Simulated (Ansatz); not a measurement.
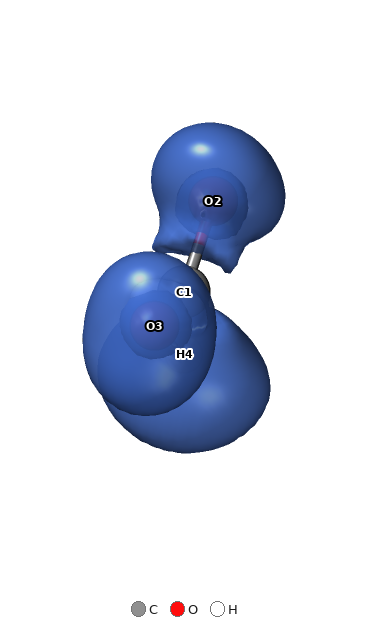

*CHO2 (SMILES O=C[O-]) (charge −1). Isosurface of the electron localisation function at 0.75 (blue), seen at an oblique angle. Only the valence region is drawn (cores and ρ < 0.01 e/Å³ removed).*

Geometry: PBE0-D4/def2-TZVPD.

The calculation used Ansatz 0.2.0, isolated molecule in a Gaussian basis; Kohn-Sham density functional theory, functional PBE0.

Where are the electrons localised?

At this value the surface marks out one region around a hydrogen nucleus and two regions on O in which the atom's valence shell and bonds are merged. Along the contacts the grid gives the following. C–O (1.25 Å): the ELF peaks at about 0.85 between the atoms; a polar covalent bond. C–H (1.14 Å): the ELF climbs to about 1 towards the hydrogen, as it does in any bond to H (an ordinary covalent bond to hydrogen).
